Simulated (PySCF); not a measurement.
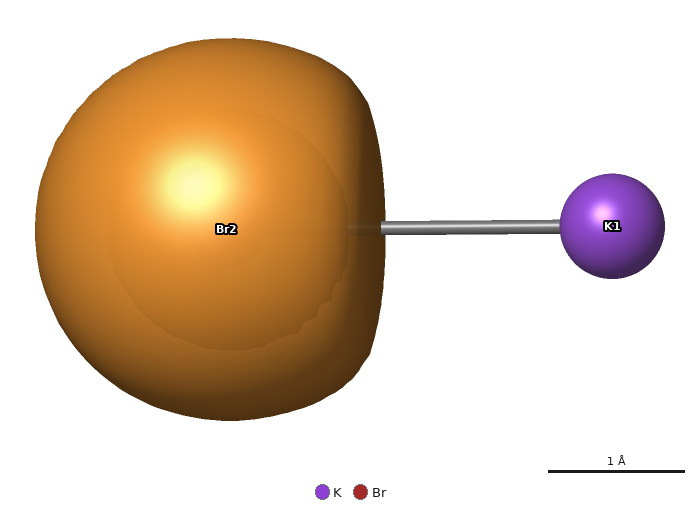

Figure. KBr. Isosurface of the ELF at 0.75 (orange), seen from one side. Only the valence region is drawn (cores and ρ < 0.01 e/Å³ removed).

Theory: PySCF 2.14.0, PBE0/x2c-TZVPall, spin-free X2C-1e, Gaussian nucleus, at a bond length of 2.849 Å.

```xyz
2

K     0.0000    0.0000   -1.9073
Br    0.0000    0.0000    0.9417
```

> Describe the localisation domains.

At this value the surface marks out one region wrapped around Br (its valence shell). Profiles from the grid: K–Br (2.85 Å): the ELF peaks at about 0.80 in the valence shell of Br, 1.0 Å from its nucleus, and is about 0.20 at the midpoint; a closed-shell, largely ionic contact.
